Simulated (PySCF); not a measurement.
```yaml
atoms:
  - { symbol: Si, position_ang: [1.6168, 0.3657, -0.3045] }
  - { symbol: N, position_ang: [0.4551, 1.6390, 0.0722] }
  - { symbol: Si, position_ang: [0.3996, 3.2953, -0.3539] }
  - { symbol: H, position_ang: [2.9779, 0.8083, 0.1854] }
  - { symbol: H, position_ang: [1.8138, 0.2809, -1.8042] }
  - { symbol: H, position_ang: [1.9243, -2.5753, 0.2128] }
  - { symbol: Si, position_ang: [0.7618, -1.6259, 0.6453] }
  - { symbol: N, position_ang: [-0.5354, -2.5696, -0.0777] }
  - { symbol: Si, position_ang: [-2.0732, -1.7621, 0.0315] }
  - { symbol: H, position_ang: [1.0494, -1.6243, 2.1351] }
  - { symbol: H, position_ang: [-0.6766, -0.6145, 0.9517] }
  - { symbol: H, position_ang: [-0.3841, 1.1976, 0.4647] }
  - { symbol: H, position_ang: [1.7090, 3.9778, -0.0753] }
  - { symbol: H, position_ang: [-0.6606, 4.0052, 0.4394] }
  - { symbol: H, position_ang: [0.1026, 3.5950, -1.8017] }
  - { symbol: H, position_ang: [-0.4015, -3.4522, -0.5638] }
  - { symbol: H, position_ang: [-2.9679, -2.7707, -0.7103] }
  - { symbol: H, position_ang: [-2.3361, -0.5107, -0.7681] }
  - { symbol: H, position_ang: [-2.7969, -1.6619, 1.3495] }
```

Geometry: PBE0-D3(BJ)/def2-SVP.

Computed with PySCF 2.14.0, PBE0/aug-pcSseg-1, SCF density, gas phase, non-relativistic.

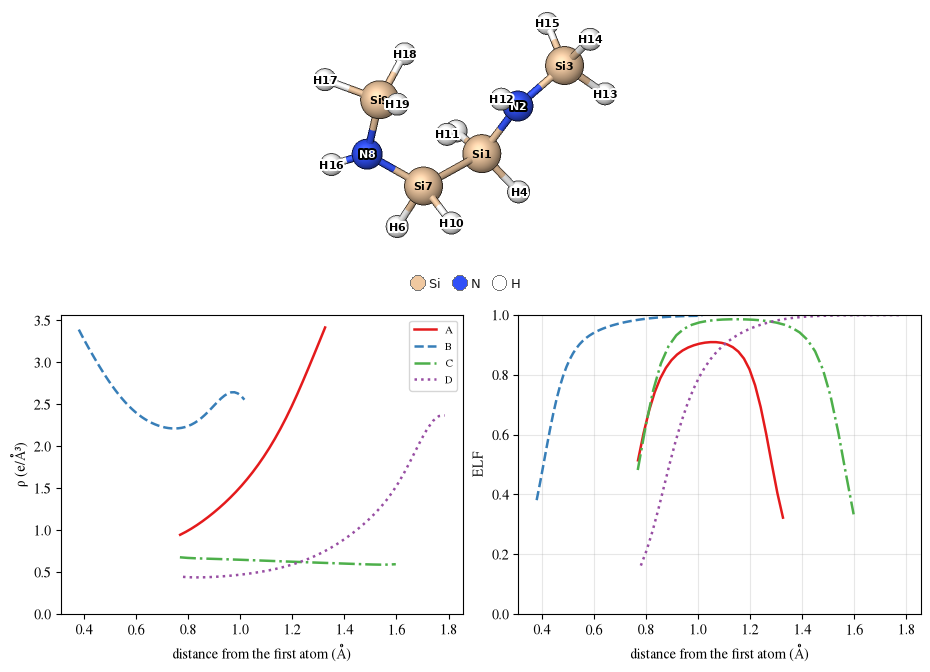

H$_{12}$N$_{2}$Si$_{4}$···H (charge −1). Electron density and ELF along straight lines between neighbouring atoms. The curves leave out the atomic cores. The structure is drawn too.

**Which curve belongs to which contact (N–H, Si–H, Si–N and Si–Si)? The first atom named is at distance zero.**

Curve A: Si–N (1.71 Å): the density is about 1.1 e/Å³ at the midpoint; the ELF peaks at about 0.90 between the atoms (a shared but strongly polarised pair). Curve B: N–H (1.02 Å): the density is about 2.7 e/Å³ at the midpoint; the ELF climbs to about 1 towards the hydrogen, as it does in any bond to H: a covalent bond by its length. Curve C: Si–Si (2.37 Å): ρ is about 0.63 e/Å³ halfway; the ELF peaks at about 1 between the atoms (a covalent bond). Curve D: Si7···H11 (1.78 Å): the density falls to about 0.44 e/Å³ on the way; the ELF climbs to about 1 towards the hydrogen.
